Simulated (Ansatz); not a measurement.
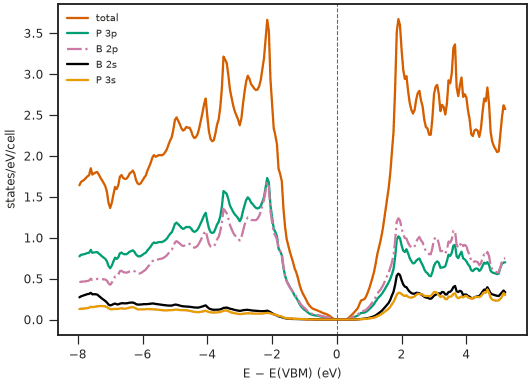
Figure: Total and projected density of states of BP in space group P6_422 (No. 181; B on 3c, P on 3d), the program Ansatz at the r²SCAN level (PAW)

Question: Which orbitals carry the states next to the gap?

Answer: Top 1 eV of the valence band: B 2p 51 %, P 3p 43 %. Bottom 1 eV of the conduction band: B 2p 42 %, P 3p 33 %, B 2s 5 %, outside the projected shells 16 %. Projections are on Löwdin-orthogonalised atomic valence shells; empty p or d shells of many metals are not among them.

Question: Where is the tallest occupied peak in this window, and what makes it?

Answer: Near -2.1 eV, about 3.7 states/eV per cell; the largest projected share is P 3p.

The start of the workflow was typed in or built on a structure type; neither database checked (COD, Materials Project) lists it. It is not the phase usual at ambient conditions (space group No. 216). Symmetry was held in the r²SCAN relaxation; whether a distortion lowers the energy is not shown.

Potentials: the later of the program's two PAW sets.
